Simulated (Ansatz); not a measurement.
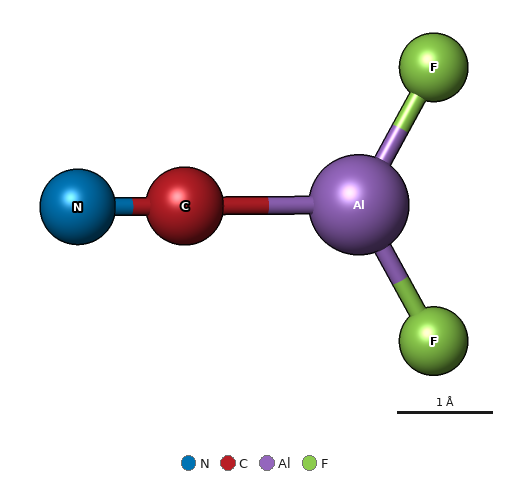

*The starting structure (ball-and-stick view, seen at a tilt). Sticks mark near contacts.*

# Geometry relaxation, with input and output: CAlF$_{2}$N

- system: CAlF$_{2}$N, SMILES N#[C][Al]([F])[F]
- method: RKS PBE0-D4/def2-TZVP (Ansatz 0.2.0)

The geometry: PBE-D4/def2-SVP start. Figures and captions count atoms from 1; the log counts them from 0 in places.

**Input**
```yaml
crystal:
  periodic: [false, false, false]
  atoms:
    - {symbol: N, position_ang: [1.550111, -1.266593, 1.371690]}
    - {symbol: C, position_ang: [0.801768, -0.658168, 0.702024]}
    - {symbol: Al, position_ang: [-0.418572, 0.333576, -0.392016]}
    - {symbol: F, position_ang: [-1.730360, -0.430694, -1.059810]}
    - {symbol: F, position_ang: [-0.153147, 1.948179, -0.663387]}
basis:
  gaussian: {orbitals: def2-TZVP}
hamiltonian: {xc: pbe0, dispersion: d4}
relax: {f_tol: 0.005, max_steps: 150}
```

**The program's output**
```
Functional definition: PBE0
  name "PBE0"
  cite "Adamo & Barone, J. Chem. Phys. 110, 6158 (1999) doi:10.1063/1.478522"
  cite "Perdew, Burke & Ernzerhof, Phys. Rev. Lett. 77, 3865 (1996) doi:10.1103/PhysRevLett.77.3865"
  parent pbe
  parameter a = 0.25
  parameter kappa = 0.804
  parameter beta = 0.06672455060314922
  exchange = (1 - a)*pbe_x(kappa = kappa, mu = beta*pi^2/3) + a*exact_x
  correlation = pbe_c(beta = beta)
926 factors; their error is unknown
mean field evaluation 1: about -14546.7239 eV, gradient 6.4e1 eV
mean field evaluation 2: about -14532.1478 eV, gradient 1.1e2 eV
mean field evaluation 4: about -14553.5723 eV, gradient 7.9e0 eV
mean field evaluation 8: about -14553.7255 eV, gradient 2.1e-1 eV
mean field evaluation 16: about -14553.7256 eV, gradient 2.1e-5 eV
mean field -14553.72559594 eV, -534.8395507813 hartree, gradient 2.1e-5 eV, S^2 0.000000; 0 other end points of the search recorded, 0 dependent functions left out
the calculation of the forces begins
reference -14553.72562395 eV, -534.8395518105 hartree; 22, 22 occupied and 139, 139 virtual orbitals, 926 factors
relax step   1: F+E_penalty+E_count = -14553.80099145 eV  Δ(F+E_penalty+E_count) = +0.000e0 eV  max|allowed force component| = 1.598e0 eV/Å  Δτ_max = 0.0000 Å  (27 SCF iters, accepted)
these checks for a lower state are left out or cut short: starts, cluster_reference, orbital_swaps, neighbouring_geometries, increment
926 factors; their error is unknown
mean field -14553.77556032 eV, -534.8413869383 hartree, gradient 1.8e-5 eV, S^2 0.000000; 0 other end points of the search recorded, 0 dependent functions left out
the calculation of the forces begins
reference -14553.77558833 eV, -534.8413879677 hartree; 22, 22 occupied and 139, 139 virtual orbitals, 926 factors
relax step   2: F+E_penalty+E_count = -14553.85135346 eV  Δ(F+E_penalty+E_count) = -5.036e-2 eV  max|allowed force component| = 5.595e-1 eV/Å  Δτ_max = 0.0264 Å  (32 SCF iters, accepted)
these checks for a lower state are left out or cut short: starts, cluster_reference, orbital_swaps, neighbouring_geometries, increment
926 factors; their error is unknown
mean field -14553.78472773 eV, -534.8417238345 hartree, gradient 1.8e-5 eV, S^2 0.000000; 0 other end points of the search recorded, 0 dependent functions left out
the calculation of the forces begins
reference -14553.78475582 eV, -534.8417248669 hartree; 22, 22 occupied and 139, 139 virtual orbitals, 926 factors
relax step   3: F+E_penalty+E_count = -14553.86076672 eV  Δ(F+E_penalty+E_count) = -9.413e-3 eV  max|allowed force component| = 1.405e-1 eV/Å  Δτ_max = 0.0201 Å  (30 SCF iters, accepted)
these checks for a lower state are left out or cut short: starts, cluster_reference, orbital_swaps, neighbouring_geometries, increment
926 factors; their error is unknown
mean field evaluation 32: about -14553.7403 eV, gradient 6.0e-3 eV
mean field -14553.78614597 eV, -534.8417759538 hartree, gradient 1.8e-5 eV, S^2 0.000000; 0 other end points of the search recorded, 0 dependent functions left out
the calculation of the forces begins
reference -14553.78617403 eV, -534.8417769849 hartree; 22, 22 occupied and 139, 139 virtual orbitals, 926 factors
relax step   4: F+E_penalty+E_count = -14553.86222711 eV  Δ(F+E_penalty+E_count) = -1.460e-3 eV  max|allowed force component| = 8.897e-3 eV/Å  Δτ_max = 0.0182 Å  (32 SCF iters, accepted)
these checks for a lower state are left out or cut short: starts, cluster_reference, orbital_swaps, neighbouring_geometries, increment
926 factors; their error is unknown
mean field -14553.78618369 eV, -534.8417773399 hartree, gradient 1.8e-5 eV, S^2 0.000000; 0 other end points of the search recorded, 0 dependent functions left out
the calculation of the forces begins
reference -14553.78621176 eV, -534.8417783716 hartree; 22, 22 occupied and 139, 139 virtual orbitals, 926 factors
relax step   5: F+E_penalty+E_count = -14553.86225443 eV  Δ(F+E_penalty+E_count) = -2.733e-5 eV  max|allowed force component| = 6.989e-4 eV/Å  Δτ_max = 0.0022 Å  (33 SCF iters, accepted)
```

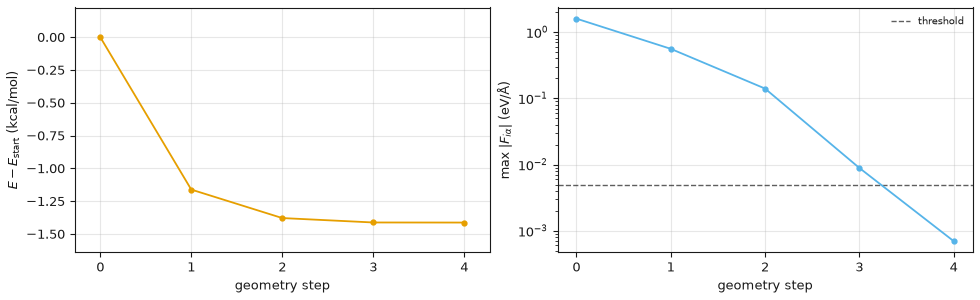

*Progress of the relaxation, step by step (the first geometry is step 0 here and step 1 in the log).*

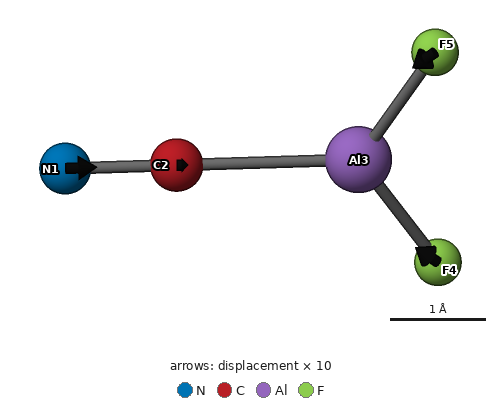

*The starting structure with the displacements as black arrows, magnified 10 times (ball-and-stick view, seen at a tilt). The two geometries are laid on each other by the best rigid fit.*

After 4 geometry steps the energy has fallen by 1.41 kcal/mol. Largest force component: 1.6 eV/Å at the start, 0.0007 eV/Å at the end. The largest move after the best rigid fit is that of N1, 0.034 Å. By element the largest moves are N 0.034 Å, F 0.033 Å, C 0.013 Å, Al 0.002 Å. Distances before and after: Al3–F4 1.659 → 1.627 Å, N1–C2 1.174 → 1.152 Å, C2–Al3 1.916 → 1.905 Å. (Atoms are counted from 1 in the order of the input.)

```
926 factors; their error is unknown
mean field -14553.78618369 eV, -534.8417773399 hartree, gradient 3.0e-5 eV, S^2 0.000000; 1 other end points of the search recorded, 0 dependent functions left out
the calculation of the forces begins
reference -14553.78621176 eV, -534.8417783716 hartree; 22, 22 occupied and 139, 139 virtual orbitals, 926 factors
Total energy: -14553.86228251 eV, -534.8445739200 hartree
Atom 0 at     1.528495    -1.248620     1.351812 Å, force     0.000551    -0.000456     0.000529 eV/Å
Atom 1 at     0.794109    -0.651908     0.694086 Å, force    -0.000699     0.000565    -0.000645 eV/Å
Atom 2 at    -0.419721     0.334391    -0.393136 Å, force     0.000406    -0.000315     0.000269 eV/Å
Atom 3 at    -1.703444    -0.425245    -1.042488 Å, force     0.000078     0.000404    -0.000021 eV/Å
Atom 4 at    -0.149640     1.917682    -0.651773 Å, force    -0.000337    -0.000198    -0.000132 eV/Å
Dipole moment:    -0.230246     0.187073    -0.206177 e Å
```

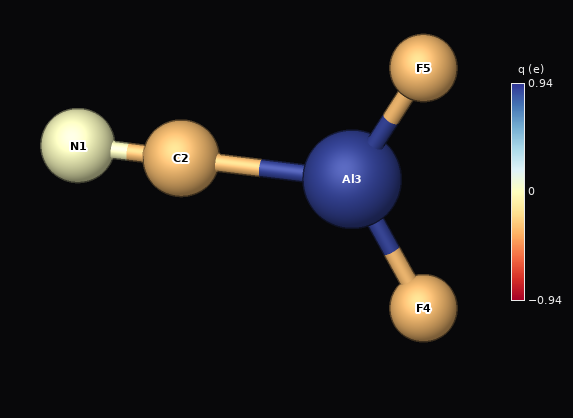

*Mulliken charges, as the colour of each atom (ball-and-stick view, seen at a tilt; atoms are numbered from 1 in the order of the input).*

By element: N +0.01, C −0.30, Al +0.89 and F −0.30 e.

**Summary**

```tsv
quantity	value
outcome	converged
total energy	−14553.8623 eV
mean-field energy	−14553.7862 eV
dispersion energy	−0.0761 eV
SCF solution under orbital rotations	stable
largest force (length of the vector) at the end	0.001 eV/Å
dipole moment	1.74 D
hardware	2 CPU threads, shared host
wall time	20 s (CPU time 36 s)
peak memory	0.33 GiB
```
